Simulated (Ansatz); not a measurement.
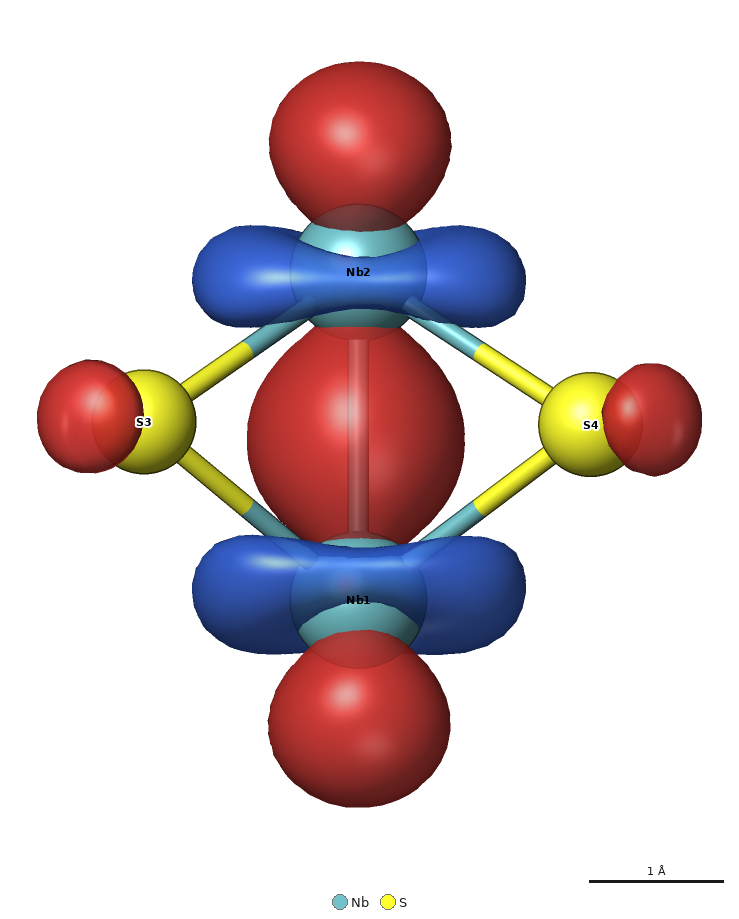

Nb₂S₂ (charge +1, quartet). One frontier orbital at ±0.15 Å⁻³ᐟ² (red and blue are the two phases), seen across its widest extent.

Geometry: PBE-D4/def2-SVP; core potentials replace the inner electrons of Nb.

Level of theory: Ansatz, UKS PBE0-D4/def2-TZVP.

```tsv
atom	x (Å)	y (Å)	z (Å)
Nb	-0.1811	1.2870	-0.3405
Nb	0.7313	-0.9966	-0.5267
S	1.0218	0.2940	1.4035
S	-1.5720	-0.5844	-0.5364
```

### Which orbital is it: HOMO (β) or LUMO (β)?

The HOMO (β), at −11.08 eV. Its weight (Hirshfeld) is mainly on Nb1 (about 45 %), Nb2 (about 45 %), S3 (about 5 %) and S4 (about 5 %).
